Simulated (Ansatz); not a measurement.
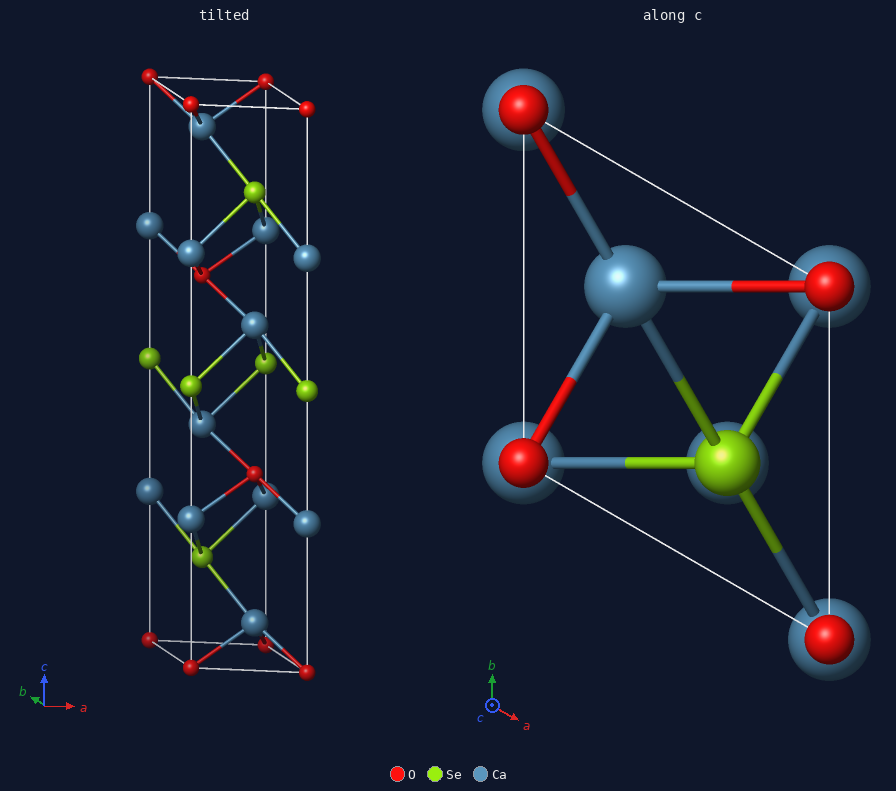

This ball-and-stick model is shown slightly off an axis and along the c axis. Atoms at the boundary of the conventional unit cell (the box) are drawn once for each face, edge or corner they touch.

Ca2SeO, space group R-3m (No. 166), a = 3.769 Å, b = 3.769 Å, c = 18.631 Å, α = 90.00°, β = 90.00°, γ = 120.00°. The cell started as a structure type filled with these elements by a generator (whether the compound takes this form wasn't checked). The cell was then strained or its atoms displaced on purpose. It was the input of a calculation with Ansatz.

This one geometry was computed with Ansatz (DFT, plane waves, PAW) at three levels of theory: r2SCAN, PBE and HSE06. It was relaxed with r2SCAN and then strained.

Q: How does the band gap change with the level of theory?

A: PBE: a gap of 1.71 eV, indirect; r2SCAN: a gap of 2.13 eV, indirect; HSE06: a gap of 2.72 eV, indirect.

Q: Collect the results in a table.

A:
| level | cutoff (eV) | k-mesh of the run's cell | gap (eV) | pressure (GPa) |
| --- | --- | --- | --- | --- |
| r2SCAN | 500 | 8×8×8 | 2.13 | 1.0 |
| PBE | 420 | 8×8×8 | 1.71 | 2.2 |
| HSE06 | 420 | 6×6×6 | 2.72 | 1.2 |

Gaps are taken on the k-mesh or band path of each run.
